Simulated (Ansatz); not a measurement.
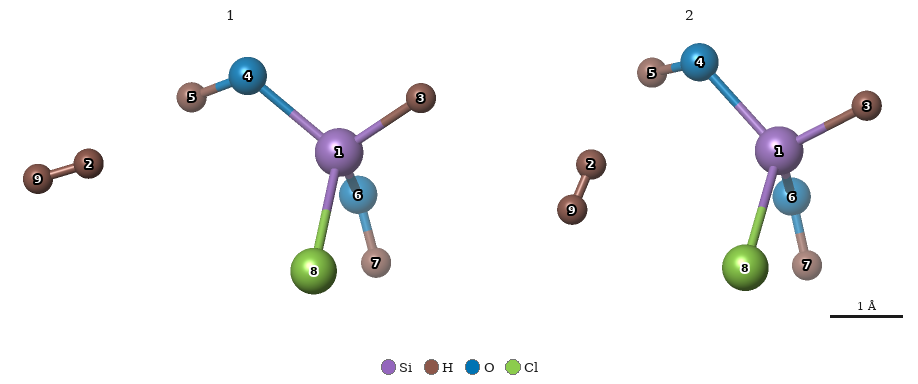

Two geometries of SiH$_{5}$O$_{2}$Cl, drawn at one scale. One is the start of a relaxation, the other its converged end. Style: ball-and-stick. Shown at a tilt.

The calculation used RKS PBE-D4/6-31G* (Ansatz). (no spin polarisation; force threshold 0.03 eV/Å; at most 50 steps)

Which one is relaxed?

Structure 1 is the relaxed one. The run prepares an end point of a later path (reaction) calculation, from a guessed geometry. After 12 accepted moves (15 points after the start) the energy has fallen by 32.1 kJ/mol. The largest force component goes from 1.5 to 0.013 eV/Å. The line search rejected the trial steps at points 7, 10, 12 of the run. The forces were under the threshold at step 11, but the run went on from there. H9 moves most after the best rigid fit: 1.13 Å. Largest moves by element: H 1.13 Å, Cl 0.41 Å, O 0.37 Å, Si 0.29 Å. Near-neighbour distances that change, for instance: H2–H9 0.709 → 0.752 Å, Si1–Cl8 2.117 → 2.091 Å, Si1–H3 1.490 → 1.484 Å. Bond angles that change, for instance: O4–Si1–Cl8 118.0° → 112.5°, O4–Si1–O6 106.4° → 109.8°, H3–Si1–Cl8 105.3° → 107.4°.
